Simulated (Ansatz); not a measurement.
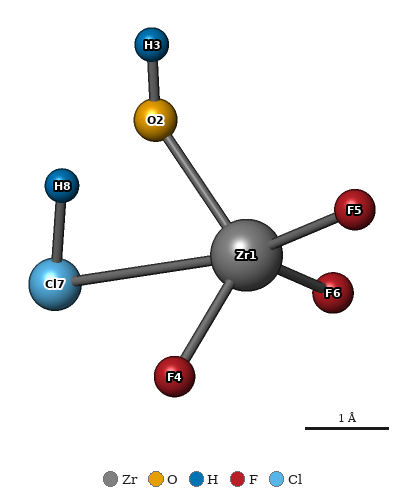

Fig. 1: The input geometry (ball-and-stick view, seen at a tilt; atoms are numbered from 1 in the order of the input). Sticks mark near contacts.

# Nudged elastic band, with input and output: ZrH2ClOF3

- system: ZrH2ClOF3
- method: RKS B3LYP-D4/def2-SVP (Ansatz 0.2.0)

It belongs to a series of runs on one base structure; here: band between the two ends. Figures and captions count atoms from 1; the log counts them from 0 in places.

What the program printed:
```
Engine: ansatz 0.2.0, aarch64-unknown-linux-gnu
Functional definition: B3LYP
  parameter a0 = 0.2
  parameter ax = 0.72
  parameter ac = 0.81
  exchange = (1 - a0 - ax)*slater_x + ax*b88_x + a0*exact_x
  correlation = (1 - ac)*vwn_rpa_c + ac*lyp_c
1188 factors; integrals over basis functions are off by at most 2.8e-4 eV
mean field evaluation 1: about -24020.3891 eV, gradient 8.1e1 eV
mean field evaluation 2: about -23960.3477 eV, gradient 2.0e2 eV
mean field evaluation 4: about -24031.2331 eV, gradient 6.2e0 eV
mean field evaluation 8: about -24031.3434 eV, gradient 2.9e-1 eV
mean field evaluation 16: about -24031.3436 eV, gradient 5.7e-5 eV
mean field -24031.34362147 eV, -883.1355890593 hartree, gradient 2.1e-5 eV, S^2 0.000000; 0 other end points of the search recorded, 0 dependent functions left out
the calculation of the forces begins
reference -24031.34394965 eV, -883.1356011196 hartree; 33, 33 occupied and 82, 82 virtual orbitals, 1188 factors
1191 factors; integrals over basis functions are off by at most 6.4e-4 eV
mean field evaluation 32: about -24032.2088 eV, gradient 5.4e-4 eV
mean field -24032.20882084 eV, -883.1673845498 hartree, gradient 2.6e-5 eV, S^2 0.000000; 0 other end points of the search recorded, 0 dependent functions left out
[... from here on the field's lines of each further geometry are left out, up to the last ...]
NEB iter   1: max|band force component| = 6.170e0 eV/Å  barrier→ = 2.0633 eV  barrier← = 2.9263 eV  Δτ_max = 0.2000 Å  (206 SCF iters)
NEB iter   2: max|band force component| = 2.456e0 eV/Å  barrier→ = 0.6935 eV  barrier← = 1.5565 eV  Δτ_max = 0.1736 Å  (176 SCF iters)
NEB iter   3: max|band force component| = 2.391e0 eV/Å  barrier→ = 0.3771 eV  barrier← = 1.2400 eV  Δτ_max = 0.2000 Å  (164 SCF iters)
NEB iter   4: max|band force component| = 2.021e0 eV/Å  barrier→ = 0.1408 eV  barrier← = 1.0037 eV  Δτ_max = 0.1911 Å  (165 SCF iters)
NEB iter   5: max|band force component| = 1.140e0 eV/Å  barrier→ = 0.1172 eV  barrier← = 0.9801 eV  Δτ_max = 0.1995 Å  (160 SCF iters)
NEB iter   6: max|band force component| = 7.007e-1 eV/Å  barrier→ = 0.0689 eV  barrier← = 0.9318 eV  Δτ_max = 0.1921 Å  (160 SCF iters)
NEB iter   7: max|band force component| = 2.430e0 eV/Å  barrier→ = 0.0727 eV  barrier← = 0.9356 eV  Δτ_max = 0.0996 Å  (161 SCF iters)
NEB iter   8: max|band force component| = 9.861e-1 eV/Å  barrier→ = 0.0722 eV  barrier← = 0.9351 eV  Δτ_max = 0.2000 Å  (155 SCF iters)
NEB iter   9: max|band force component| = 8.427e-1 eV/Å  barrier→ = 0.0865 eV  barrier← = 0.9495 eV  Δτ_max = 0.1315 Å  (160 SCF iters)
NEB iter  10: max|band force component| = 3.818e-1 eV/Å  barrier→ = 0.0812 eV  barrier← = 0.9442 eV  CI = image 1  Δτ_max = 0.1999 Å  (156 SCF iters)
NEB iter  11: max|band force component| = 2.562e0 eV/Å  barrier→ = 0.0862 eV  barrier← = 0.9491 eV  CI = image 1  Δτ_max = 0.1014 Å  (156 SCF iters)
NEB iter  12: max|band force component| = 1.919e-1 eV/Å  barrier→ = 0.0651 eV  barrier← = 0.9281 eV  CI = image 1  Δτ_max = 0.1783 Å  (156 SCF iters)
NEB iter  13: max|band force component| = 3.376e-1 eV/Å  barrier→ = 0.0606 eV  barrier← = 0.9236 eV  CI = image 1  Δτ_max = 0.0888 Å  (158 SCF iters)
NEB iter  14: max|band force component| = 1.710e-1 eV/Å  barrier→ = 0.0547 eV  barrier← = 0.9176 eV  CI = image 1  Δτ_max = 0.1014 Å  (161 SCF iters)
NEB iter  15: max|band force component| = 1.058e-1 eV/Å  barrier→ = 0.0482 eV  barrier← = 0.9111 eV  CI = image 1  Δτ_max = 0.0652 Å  (158 SCF iters)
NEB iter  16: max|band force component| = 9.083e-2 eV/Å  barrier→ = 0.0459 eV  barrier← = 0.9088 eV  CI = image 1  Δτ_max = 0.0225 Å  (162 SCF iters)
NEB iter  17: max|band force component| = 5.479e-2 eV/Å  barrier→ = 0.0455 eV  barrier← = 0.9084 eV  CI = image 1  Δτ_max = 0.0803 Å  (146 SCF iters)
NEB iter  18: max|band force component| = 9.072e-2 eV/Å  barrier→ = 0.0453 eV  barrier← = 0.9083 eV  CI = image 1  Δτ_max = 0.0227 Å  (159 SCF iters)
the calculation of the forces begins
reference -24032.19253243 eV, -883.1667859617 hartree; 33, 33 occupied and 82, 82 virtual orbitals, 1189 factors
1189 factors; integrals over basis functions are off by at most 6.9e-4 eV
mean field -24031.29493140 eV, -883.1337997322 hartree, gradient 9.8e-6 eV, S^2 0.000000; 1 other end points of the search recorded, 0 dependent functions left out
the calculation of the forces begins
reference -24031.29525785 eV, -883.1338117288 hartree; 33, 33 occupied and 82, 82 virtual orbitals, 1189 factors
NEB iter  19: max|band force component| = 4.918e-2 eV/Å  barrier→ = 0.0452 eV  barrier← = 0.9082 eV  CI = image 1  Δτ_max = 0.0000 Å  (287 SCF iters)
```

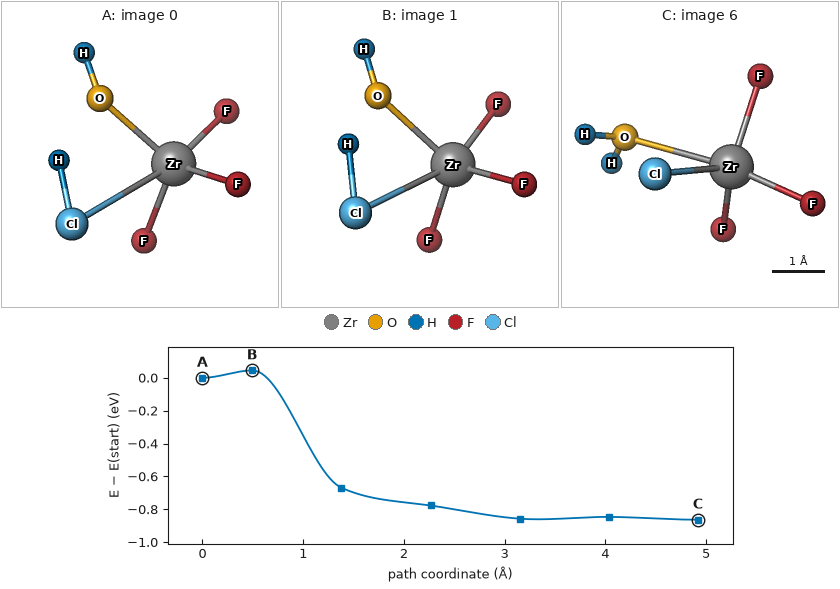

Fig. 2: Images of the last band (counted from 0; ball-and-stick, seen at a tilt) above the energy along the path; the line is a cubic interpolation that uses the forces. The highest image is number 1, 0.045 eV above the start and 0.908 eV above the end (the climbing image); the end lies 0.863 eV below the start. A further maximum stands at image 5, −0.846 eV from the start, so the path isn't one elementary step. The path is 4.92 Å long. The band converged in 19 iterations.

```
Total energy: -24031.59485943 eV, -883.1448218840 hartree
Atom 0 at     0.059513    -0.194086     0.011661 Å, force    -0.001097     0.000358     0.002424 eV/Å
Atom 1 at    -0.117433    -0.250089     2.051349 Å, force    -0.005792     0.009773    -0.011255 eV/Å
Atom 2 at    -0.547845     0.244502     2.759993 Å, force     0.006304    -0.008538     0.006470 eV/Å
Atom 3 at     1.711913     0.367533    -0.750847 Å, force    -0.000347    -0.001395    -0.000482 eV/Å
Atom 4 at    -1.021241     1.357418    -0.207961 Å, force     0.002064    -0.003177     0.000858 eV/Å
Atom 5 at    -0.884719    -1.479580    -1.029203 Å, force     0.001602     0.000513     0.000333 eV/Å
Atom 6 at     1.430286    -2.316778     1.296927 Å, force    -0.003097     0.006112     0.004559 eV/Å
Atom 7 at     0.691923    -1.396723     2.105580 Å, force     0.000363    -0.003646    -0.002906 eV/Å
Dipole moment:    -0.167695     0.132953     0.676939 e Å
this run last wrote the band of iteration 19 to [file]
```

The last band as extended XYZ (Å, eV, eV/Å):
```
8
Properties=species:S:1:pos:R:3:forces:R:3 image=0 energy=-24031.63977
Zr   -0.0214   -0.0783    0.0338    0.0063  -0.0100  -0.0030
O    -0.1829   -0.1581    2.0032   -0.0120   0.0154  -0.0150
H    -0.6121    0.2998    2.7346    0.0046  -0.0004   0.0039
F     1.7159    0.3782   -0.6210   -0.0083  -0.0022   0.0037
F    -1.0665    1.4563   -0.3883   -0.0021   0.0010   0.0077
F    -0.9108   -1.4864   -0.9048    0.0070   0.0050   0.0030
Cl    1.5205   -2.4196    1.2579    0.0063  -0.0103  -0.0050
H     0.8795   -1.6596    2.1222   -0.0018   0.0016   0.0047
8
Properties=species:S:1:pos:R:3:forces:R:3 image=1 energy=-24031.59453
Zr    0.0595   -0.1941    0.0117   -0.0011   0.0004   0.0024
O    -0.1174   -0.2501    2.0513   -0.0058   0.0098  -0.0113
H    -0.5478    0.2445    2.7600    0.0063  -0.0085   0.0065
F     1.7119    0.3675   -0.7508   -0.0003  -0.0014  -0.0005
F    -1.0212    1.3574   -0.2080    0.0021  -0.0032   0.0009
F    -0.8847   -1.4796   -1.0292    0.0016   0.0005   0.0003
Cl    1.4303   -2.3168    1.2969   -0.0031   0.0061   0.0046
H     0.6919   -1.3967    2.1056    0.0004  -0.0036  -0.0029
8
Properties=species:S:1:pos:R:3:forces:R:3 image=2 energy=-24032.30837
Zr    0.2171   -0.4117   -0.0845    0.0238  -0.0660  -0.0528
O    -0.1001   -0.2879    2.1331    0.0132  -0.0076   0.0301
H    -0.5698    0.2742    2.7653    0.0122  -0.0092   0.0029
F     1.6882    0.3927   -0.9749    0.0061  -0.0007  -0.0874
F    -0.9255    1.1354    0.0633    0.0661  -0.1079   0.1267
F    -0.8720   -1.4832   -1.2119    0.0155   0.0164  -0.0835
Cl    1.4697   -2.2650    1.0163    0.0121   0.0196  -0.1364
H     0.4148   -1.0224    2.5309   -0.1490   0.1554   0.2004
8
Properties=species:S:1:pos:R:3:forces:R:3 image=3 energy=-24032.41626
Zr    0.2935   -0.4479   -0.0944    0.0090  -0.0069   0.0059
O    -0.3071   -0.4688    2.1354   -0.0257  -0.0177   0.0017
H    -0.6935    0.2974    2.5858   -0.0179   0.0023  -0.0223
F     1.5256    0.2497   -1.3649   -0.0094  -0.0138  -0.0363
F    -0.6178    1.2185    0.2567    0.0375   0.0185   0.0248
F    -0.9632   -1.5406   -1.0086   -0.0113   0.0028   0.0155
Cl    1.8462   -1.9873    0.9811    0.0367   0.0242  -0.0108
H     0.2387   -0.9889    2.7464   -0.0188  -0.0094   0.0214
8
Properties=species:S:1:pos:R:3:forces:R:3 image=4 energy=-24032.49657
Zr    0.3703   -0.4000   -0.0936    0.0031   0.0039   0.0050
O    -0.4982   -0.6392    2.0928   -0.0096  -0.0112  -0.0031
H    -0.8030    0.1769    2.5185   -0.0070  -0.0099  -0.0056
F     1.3205    0.0953   -1.6676   -0.0101  -0.0127  -0.0181
F    -0.2199    1.3593    0.4163    0.0255   0.0112   0.0071
F    -1.0278   -1.5059   -0.7610   -0.0034   0.0033   0.0156
Cl    2.1234   -1.6329    1.0072    0.0167   0.0190   0.0005
H     0.0572   -1.1214    2.7249   -0.0153  -0.0035  -0.0014
8
Properties=species:S:1:pos:R:3:forces:R:3 image=5 energy=-24032.48568
Zr    0.4304   -0.3085   -0.0887   -0.0051  -0.0044   0.0011
O    -0.3667   -0.5605    2.1204    0.0018   0.0037  -0.0058
H    -1.2205   -0.3168    2.5044    0.0009  -0.0056   0.0035
F     1.1938   -0.1099   -1.8217    0.0013  -0.0002  -0.0013
F     0.0280    1.5215    0.2923    0.0016   0.0009  -0.0002
F    -1.1179   -1.3432   -0.5179    0.0009   0.0030   0.0002
Cl    2.2580   -1.4363    0.9986    0.0019   0.0010  -0.0001
H     0.1172   -1.1142    2.7501   -0.0034   0.0016   0.0025
8
Properties=species:S:1:pos:R:3:forces:R:3 image=6 energy=-24032.50271
Zr    0.4459   -0.2332   -0.0508    0.0075  -0.0048   0.0031
O    -0.4290   -0.5030    2.1374   -0.0015  -0.0098   0.0161
H    -1.2975   -0.9276    2.2110    0.0178   0.0024  -0.0007
F     1.0802   -0.2704   -1.8461    0.0021   0.0002  -0.0005
F     0.3307    1.6400    0.2750    0.0016   0.0016   0.0007
F    -1.2405   -1.1137   -0.3226   -0.0047  -0.0019   0.0011
Cl    2.2752   -1.3520    1.0382   -0.0033   0.0038  -0.0070
H     0.1573   -0.9078    2.7955   -0.0196   0.0085  -0.0129
```

The run was set up as follows.

Input:
```yaml
crystal:
  periodic: [false, false, false]
  atoms:
    - { symbol: Zr, position_ang: [-0.021358, -0.078315, 0.033811] }
    - { symbol: O, position_ang: [-0.182932, -0.158122, 2.003154] }
    - { symbol: H, position_ang: [-0.612083, 0.299768, 2.734587] }
    - { symbol: F, position_ang: [1.715932, 0.378185, -0.62104] }
    - { symbol: F, position_ang: [-1.066476, 1.456324, -0.388312] }
    - { symbol: F, position_ang: [-0.910751, -1.486419, -0.904811] }
    - { symbol: Cl, position_ang: [1.520537, -2.419575, 1.257904] }
    - { symbol: H, position_ang: [0.879529, -1.659648, 2.122206] }
basis:
  gaussian: { orbitals: def2-SVP }
hamiltonian:
  xc: b3lyp
  dispersion: d4
neb:
  order_check: false
  images: 5
  f_tol: 0.05
  max_iterations: 60
  final_atoms:
    - { symbol: Zr, position_ang: [0.44589146, -0.23321394, -0.05079389] }
    - { symbol: O, position_ang: [-0.42895397, -0.50298722, 2.13735931] }
    - { symbol: H, position_ang: [-1.29745064, -0.92763596, 2.21096534] }
    - { symbol: F, position_ang: [1.0801698, -0.27040242, -1.84608231] }
    - { symbol: F, position_ang: [0.33068933, 1.64001648, 0.27502917] }
    - { symbol: F, position_ang: [-1.24049183, -1.11370552, -0.32263527] }
    - { symbol: Cl, position_ang: [2.27524012, -1.35203007, 1.03816404] }
    - { symbol: H, position_ang: [0.15730374, -0.90784335, 2.79549261] }
  initial_path:
    images:
      - { positions_ang: [[-0.021358, -0.078315, 0.033811], [-0.182932, -0.158122, 2.003154], [-0.612083, 0.299768, 2.734587], [1.715932, 0.378185, -0.62104], [-1.066476, 1.456324, -0.388312], [-0.910751, -1.486419, -0.904811], [1.520537, -2.419575, 1.257904], [0.879529, -1.659648, 2.122206]] }
      - { positions_ang: [[-0.01750874, -0.04962449, 0.02479751], [-0.11787967, -0.11192541, 2.14427478], [-0.70554939, 0.09644527, 2.74592879], [1.76101342, 0.2609436, -0.63713824], [-1.03029901, 1.51259257, -0.46744954], [-0.92009125, -1.52628132, -0.82398682], [1.50811154, -2.35578461, 1.1243531], [0.8446011, -1.4941676, 2.12671941]] }
      - { positions_ang: [[-0.01365949, -0.02093398, 0.01578403], [-0.05282734, -0.06572882, 2.28539556], [-0.79901579, -0.10687746, 2.75727059], [1.80609485, 0.14370219, -0.65323647], [-0.99412201, 1.56886114, -0.54658709], [-0.9294315, -1.56614364, -0.74316264], [1.49568609, -2.29199422, 0.9908022], [0.80967319, -1.32868721, 2.13123282]] }
      - { positions_ang: [[-0.00981023, 0.00775653, 0.00677054], [0.01222499, -0.01953223, 2.42651635], [-0.89248218, -0.31020019, 2.76861238], [1.85117627, 0.02646079, -0.66933471], [-0.95794502, 1.62512971, -0.62572463], [-0.93877175, -1.60600596, -0.66233847], [1.48326063, -2.22820384, 0.85725131], [0.77474529, -1.16320681, 2.13574623]] }
      - { positions_ang: [[0.14209033, -0.07256696, -0.01241761], [-0.13483466, -0.18068389, 2.33013067], [-1.02747167, -0.51601211, 2.58273004], [1.59417411, -0.07249361, -1.06158391], [-0.52840024, 1.63009197, -0.32547336], [-1.03934511, -1.44190582, -0.54910407], [1.74725379, -1.93614591, 0.91755555], [0.56893144, -1.07808566, 2.35566169]] }
      - { positions_ang: [[0.2939909, -0.15289045, -0.03160575], [-0.28189432, -0.34183556, 2.23374499], [-1.16246116, -0.72182403, 2.39684769], [1.33717195, -0.17144801, -1.45383311], [-0.09885545, 1.63505422, -0.0252221], [-1.13991847, -1.27780567, -0.43586967], [2.01124696, -1.64408799, 0.97785979], [0.36311759, -0.99296451, 2.57557715]] }
      - { positions_ang: [[0.44589146, -0.23321394, -0.05079389], [-0.42895397, -0.50298722, 2.13735931], [-1.29745064, -0.92763596, 2.21096534], [1.0801698, -0.27040242, -1.84608231], [0.33068933, 1.64001648, 0.27502917], [-1.24049183, -1.11370552, -0.32263527], [2.27524012, -1.35203007, 1.03816404], [0.15730374, -0.90784335, 2.79549261]] }
```

Launch command:
```bash
ansatz run input.yaml --threads 4 --pin off --max-ram 5120MiB --backend cpu --events-out ev --progress --plain --runs-dir out
```

Key numbers:

| quantity | value |
| --- | --- |
| outcome | converged |
| barrier, forward | 0.045 eV |
| barrier, backward | 0.908 eV |
| hardware | 4 threads of Arm Neoverse V1, 24 GiB of memory available, shared host |
| wall time | 3.5 min (CPU time 13 min) |
| peak memory | 0.29 GiB |

Remarks:

The order of the saddle point was not checked.
